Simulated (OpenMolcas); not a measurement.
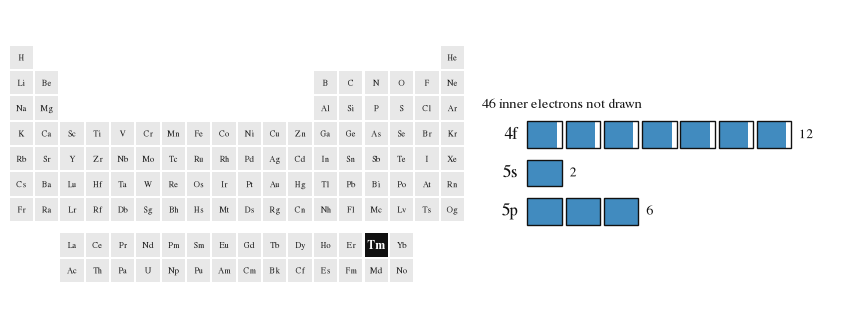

Left, the place of thulium in the periodic table; right, the outer shells of the leading configuration of the lowest level: a box for each of the 2l + 1 orbitals, shaded by the share of the shell that is filled, with the electron count at the right.

## Tm³⁺ complex: multiconfigurational calculation (part 1 of 2)

System: Tm³⁺ with 6 ligands (Cl; octahedron, 2.572 Å), embedded in Cs2ZrCl6 by model potentials and point charges, whose field is part of the energies.
Method: state-averaged CASSCF, active space 12 electrons in the shell 4f, basis ANO-RCC-VDZP on the metal and ANO-RCC-VDZP on the ligands, DKH2 scalar Hamiltonian, spin-orbit coupling by RASSI with atomic mean-field integrals (OpenMolcas).

## Summary

```
                                 quantity                                                                 value
                                  outcome                                                             converged
      energy of the lowest spin-free term                                                  −16320.78814 hartree
    energy of the lowest spin-orbit level                                                  −16320.81999 hartree
largest spread among components of a term                                                              0.0 cm⁻¹
                                 hardware  1 thread of Arm Neoverse V2, 24 GiB of memory available, shared host
                                wall time                                                                  34 s
                              peak memory                                                               0.6 GiB
```

## Remarks

Without dynamic correlation the splittings between terms come out too large, often by 20 to 50 %. Caveats: the geometry is set by hand, with no relaxation.

## The input
```
&GATEWAY
Basis set
Tm.ANO-RCC-VDZP.
Tm1 0.0 0.0 0.0 Angstrom
End of basis
Basis set
Cl.ANO-RCC-VDZP.
L1 2.572000 0.000000 0.000000 Angstrom
L2 0.000000 2.572000 0.000000 Angstrom
L3 0.000000 0.000000 2.572000 Angstrom
End of basis
Basis set
Cs.EMB-AIMP.Seijo.0s.0s.ECP.Cs2ZrCl6.
PseudoCharge
* 4 symmetry-unique lattice sites within 7.6 angstrom
End of basis
Basis set
Cl.EMB-AIMP.Seijo.0s.0s.ECP.Cs2ZrCl6.
PseudoCharge
* 12 symmetry-unique lattice sites within 7.6 angstrom
End of basis
Basis set
Zr.EMB-AIMP.Seijo.0s.0s.ECP.Cs2ZrCl6.
PseudoCharge
* 6 symmetry-unique lattice sites within 7.6 angstrom
End of basis
Symmetry
XYZ
AngMom=0.0 0.0 0.0
AMFI
RICD
XField
1385 Angstrom 0
* Evjen-weighted lattice charges
&SEWARD
&RASSCF
FileOrb=start.orb
Symmetry=1
Spin=3
nActEl=12 0 0
Inactive=42 39
Ras2=0 7
CIRoot=21 21 1
SDav=21
CIMx=300
Iter=150 100
PrWF=0.3
OrbListing=Nothing
MaxOrb=0
LevShft=1.0
>>> COPY $Project.JobIph JOB001
&RASSCF
FileOrb=start.orb
Symmetry=1
Spin=1
nActEl=12 0 0
Inactive=42 39
Ras2=0 7
CIRoot=28 28 1
SDav=28
CIMx=300
Iter=150 100
PrWF=0.3
OrbListing=Nothing
MaxOrb=0
CIOnly
LevShft=1.0
>>> COPY $Project.JobIph JOB002
&RASSI
NrOfJobIphs=2 21 27
1 2 3 4 5 6 7 8 9 10 11 12 13 14 15 16 17 18 19 20 21
1 2 3 4 5 6 7 8 9 10 11 12 13 14 15 16 17 18 19 20 21 22 23 24 25 26 27
IphNames
JOB001
JOB002
EJob
SpinOrbit
DIPRint=1.0
SOCoupling=1000.0
Subsets=2
Property=9
'ANGMOM' 1 'ANGMOM' 2 'ANGMOM' 3 'MLTPL  1' 1 'MLTPL  1' 2 'MLTPL  1' 3
'AMFI' 1 'AMFI' 2 'AMFI' 3
SOProperty=3
'ANGMOM' 1 'ANGMOM' 2 'ANGMOM' 3
```

The file start.orb holds starting orbitals from an earlier step. A driver script formed the levels outside the program, from RASSI's spin-orbit matrix and the active-space energies, averaged over the components of each term or state.

Command:
```bash
OMP_NUM_THREADS=1 MOLCAS_MEM=2457 MOLCAS_PROJECT=a pymolcas a.inp > a.log  # once for each step of the input, in one work folder
```

## Output (extracts)
```
--- SEWARD ---
Basis set label: TM.ANO-RCC...7S6P4D2F1G.

      Electronic valence basis set:
      ------------------
      Associated Effective Charge  69.000000 au
      Associated Actual Charge     69.000000 au
      Nuclear Model: Point charge

      Shell  nPrim  nBasis  Cartesian Spherical Contaminant
         s      25       7        X
         p      22       6        X
         d      15       4                 X
         f      11       2                 X
         g       4       1                 X
                  Relativistic Douglas-Kroll-Hess integrals:
                    - DKH order of Hamiltonian: 2
                    - DKH order of Properties : 0
                  Atomic mean-field integrals
--- RASSCF ---
Wave function specifications:
      -----------------------------

      Number of closed shell electrons         162
      Number of electrons in active shells      12
      Max number of holes in RAS1 space          0
      Max nr of electrons in RAS3 space          0
      Number of inactive orbitals               81
      Number of active orbitals                  7
      Number of secondary orbitals              88
      Spin quantum number                      1.0
      State symmetry                             1
Orbital specifications:
      -----------------------

      Symmetry species                           1   2
                                                ag  au
      Frozen orbitals                            0   0
      Inactive orbitals                         42  39
      Active orbitals                            0   7
      RAS1 orbitals                              0   0
      RAS2 orbitals                              0   7
      RAS3 orbitals                              0   0
      Secondary orbitals                        48  40
      Deleted orbitals                           0   0
      Number of basis functions                 90  86
      Number of CSFs                            21
      Number of root(s) required                21
      Iter CI   SX   CI       RASSCF       Energy    max ROT     max BLB   max BLB  Level Ln srch  Step   QN
          iter iter root      energy       change     param      element    value   shift minimum  type update
 Nr of preliminary CI iterations:   1
      Total energies have been shifted. Add               -16000.00 au
        1   1    9    0  -320.14498775    0.00E+00  -4.66E-02   43  50 2  3.94E-01*  1.85   0.00    SX    NO
        2   1    9    0  -320.51446942   -3.69E-01*  4.70E-02   42  45 1  1.91E-01*  1.31   0.00    SX    NO
        3   1    9    0  -320.66079669   -1.46E-01* -3.27E-02   42  45 1  1.40E-01*  1.42   0.00    SX    NO
        4   1    9    0  -320.71159599   -5.08E-02*  2.29E-02   42  45 1  9.07E-02*  1.23   0.00    SX    NO
        5   1    9    0  -320.73398127   -2.24E-02*  2.89E-02   42  45 1  6.41E-02*  1.29   1.23    QN   YES
        6   1    8    0  -320.74831576   -1.43E-02*  1.30E-02   41  48 2  2.33E-02*  1.24   1.48    LS   YES
        7   1    8    0  -320.75003045   -1.71E-03* -2.69E-03   41  48 2  1.22E-02*  1.21   1.06    QN   YES
        8   1    8    0  -320.75116876   -1.14E-03* -2.03E-03   26  73 2 -5.06E-03*  1.21   1.77    LS   YES
        9   1    8    0  -320.75143508   -2.66E-04*  6.00E-04   43  50 2 -6.04E-03*  1.21   1.02    QN   YES
       10   1    7    0  -320.75152216   -8.71E-05*  2.96E-04   36  45 1  1.41E-03*  1.21   1.49    LS   YES
       11   1    7    0  -320.75153287   -1.07E-05*  2.95E-04   43  50 2  1.87E-03*  1.21   1.00    QN   YES
       12   1    7    0  -320.75154533   -1.25E-05* -2.08E-04    7  57 2  6.93E-04*  1.21   1.71    LS   YES
       13   1    6    0  -320.75154785   -2.51E-06*  8.64E-05   20  57 1 -3.11E-04*  1.21   0.98    QN   YES
       14   1    6    0  -320.75154857   -7.21E-07* -7.87E-05   20  57 1 -1.90E-04*  1.21   1.91    LS   YES
       15   1    6    0  -320.75154882   -2.55E-07*  4.70E-05    7  57 2 -1.69E-04*  1.21   1.10    QN   YES
       16   1    5    0  -320.75154893   -1.10E-07* -3.63E-05   12  60 1  5.54E-05   1.21   1.77    LS   YES
       17   1    5    0  -320.75154896   -2.60E-08* -1.20E-05   42  88 1  3.89E-05   1.21   1.00    QN   YES
       18   1    5    0  -320.75154897   -1.38E-08* -1.28E-05   24  46 1  2.07E-05   1.21   1.69    QN   YES
       19   1    4    0  -320.75154898   -4.85E-09  -4.72E-06   24  46 1  9.01E-06   1.21   1.19    QN   YES
      Convergence after 19 iterations
       20   1    4    0  -320.75154898   -6.80E-10  -4.72E-06   20  57 1  5.45E-06   1.21   1.19    QN   YES
      Natural orbitals and occupation numbers for root  1
      sym 2:   1.925139   2.000000   1.925139   1.332558   1.742303   1.742303   1.332558
      Natural orbitals and occupation numbers for root  2
      sym 2:   1.340365   2.000000   1.714151   1.340365   1.945484   1.714151   1.945484
      Natural orbitals and occupation numbers for root  3
      sym 2:   1.752576   2.000000   1.329437   1.917987   1.752576   1.917987   1.329437
::    RASSCF root number  1 Total energy: -16320.78814231
::    RASSCF root number  2 Total energy: -16320.78814231
::    RASSCF root number  3 Total energy: -16320.78814231
::    RASSCF root number  4 Total energy: -16320.78785426
::    RASSCF root number  5 Total energy: -16320.78785426
::    RASSCF root number  6 Total energy: -16320.78751171
::    RASSCF root number  7 Total energy: -16320.78751171
::    RASSCF root number  8 Total energy: -16320.78751171
::    RASSCF root number  9 Total energy: -16320.78679391
::    RASSCF root number 10 Total energy: -16320.78679391
::    RASSCF root number 11 Total energy: -16320.78679391
::    RASSCF root number 12 Total energy: -16320.75165342
::    RASSCF root number 13 Total energy: -16320.75165342
::    RASSCF root number 14 Total energy: -16320.75165342
::    RASSCF root number 15 Total energy: -16320.75163396
::    RASSCF root number 16 Total energy: -16320.75137908
::    RASSCF root number 17 Total energy: -16320.75137908
::    RASSCF root number 18 Total energy: -16320.75137908
::    RASSCF root number 19 Total energy: -16320.61958159
::    RASSCF root number 20 Total energy: -16320.61958159
::    RASSCF root number 21 Total energy: -16320.61958159
--- RASSCF ---
Wave function specifications:
      -----------------------------

      Number of closed shell electrons         162
      Number of electrons in active shells      12
      Max number of holes in RAS1 space          0
      Max nr of electrons in RAS3 space          0
      Number of inactive orbitals               81
      Number of active orbitals                  7
      Number of secondary orbitals              88
      Spin quantum number                      0.0
      State symmetry                             1
Orbital specifications:
      -----------------------

      Symmetry species                           1   2
                                                ag  au
      Frozen orbitals                            0   0
      Inactive orbitals                         42  39
      Active orbitals                            0   7
      RAS1 orbitals                              0   0
      RAS2 orbitals                              0   7
      RAS3 orbitals                              0   0
      Secondary orbitals                        48  40
      Deleted orbitals                           0   0
      Number of basis functions                 90  86
      Number of CSFs                            28
      Number of root(s) required                28
      Iter CI   SX   CI       RASSCF       Energy    max ROT     max BLB   max BLB  Level Ln srch  Step   QN
          iter iter root      energy       change     param      element    value   shift minimum  type update
 Nr of preliminary CI iterations:   1
        1   1    0    0-16320.66703718    0.00E+00   0.00E+00   41  48 2 -8.08E-03*  0.00   0.00    SX    NO
      Natural orbitals and occupation numbers for root  1
      sym 2:   1.979379   1.978277   1.999996   1.205968   1.821559   1.814074   1.200748
      Natural orbitals and occupation numbers for root  2
      sym 2:   1.200215   1.979512   1.822323   1.978172   1.813214   1.999994   1.206569
      Natural orbitals and occupation numbers for root  3
      sym 2:   1.185982   1.961371   1.852663   1.852412   2.000000   1.186125   1.961447
::    RASSCF root number  1 Total energy: -16320.74793840
::    RASSCF root number  2 Total energy: -16320.74793840
::    RASSCF root number  3 Total energy: -16320.74793840
::    RASSCF root number  4 Total energy: -16320.74615478
::    RASSCF root number  5 Total energy: -16320.74615478
::    RASSCF root number  6 Total energy: -16320.74603275
::    RASSCF root number  7 Total energy: -16320.74603275
::    RASSCF root number  8 Total energy: -16320.74603275
::    RASSCF root number  9 Total energy: -16320.74585341
::    RASSCF root number 10 Total energy: -16320.66140381
::    RASSCF root number 11 Total energy: -16320.66140381
::    RASSCF root number 12 Total energy: -16320.66031282
::    RASSCF root number 13 Total energy: -16320.66031282
::    RASSCF root number 14 Total energy: -16320.66031282
::    RASSCF root number 15 Total energy: -16320.63461349
::    RASSCF root number 16 Total energy: -16320.63461349
::    RASSCF root number 17 Total energy: -16320.63452108
::    RASSCF root number 18 Total energy: -16320.63452108
::    RASSCF root number 19 Total energy: -16320.63452108
::    RASSCF root number 20 Total energy: -16320.63417892
::    RASSCF root number 21 Total energy: -16320.63342412
::    RASSCF root number 22 Total energy: -16320.63342412
::    RASSCF root number 23 Total energy: -16320.63342412
::    RASSCF root number 24 Total energy: -16320.63317328
::    RASSCF root number 25 Total energy: -16320.63317328
::    RASSCF root number 26 Total energy: -16320.63317328
::    RASSCF root number 27 Total energy: -16320.63295896
::    RASSCF root number 28 Total energy: -16320.41349640
```

(Continued in part 2.)
